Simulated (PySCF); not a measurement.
```xyz
18

C     2.5049   -0.7827    0.0921
N     1.9250    0.5113    0.3494
Si    0.2323    0.8209    0.1903
C     0.2131    2.6488    0.5875
N     0.1302    3.7719    0.8043
Si   -1.1262    0.1821   -1.6375
C    -2.2057   -0.7605   -0.3374
Si   -1.2670   -0.5740    1.3436
H     2.7534   -0.9277   -0.9657
H     1.7930   -1.5534    0.3827
H     3.4155   -0.9128    0.6798
H     2.5839    1.2603    0.1953
H    -1.9122    1.1458   -2.4168
H    -0.5570   -0.7580   -2.6177
H    -2.3693   -1.8023   -0.6090
H    -3.2034   -0.3261   -0.2754
H    -2.1361   -0.0573    2.4054
H    -0.7831   -1.8802    1.8175
```

Geometry: GFN2-xTB.

All numbers below come from PBE0/pcSseg-1, SCF density, gas phase, non-relativistic (PySCF 2.14.0).

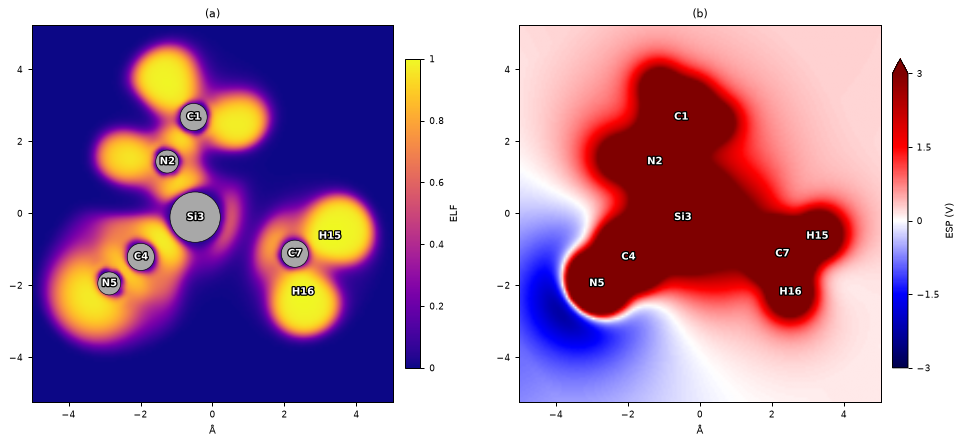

C3H10N2Si3 (SMILES CN[Si]1(C#N)[SiH2]C[SiH2]1). (a) ELF; (b) electrostatic potential on the plane of atoms N2, Si3 and C4. Grey discs cover the atomic cores in the ELF map.

**What does the map show?**

- The plane passes through C, N, Si and H nuclei.
- C–N (1.15 Å): the ELF peaks at about 0.85 between the atoms; a short, multiple covalent bond.
- Si–N (1.73 Å): the ELF peaks at about 0.90 between the atoms: a polar covalent bond.
- C–Si (1.87 Å): the ELF peaks at about 1 between the atoms; a shared electron pair.
- C–H (1.09 Å): the ELF climbs to about 1 towards the hydrogen, as it does in any bond to H; an ordinary covalent bond to hydrogen.
- The ELF also peaks beside N5, away from the bonds: lone-pair regions.
- Outside the dense part of the molecule the potential is most negative (−2.2 V) near N5.
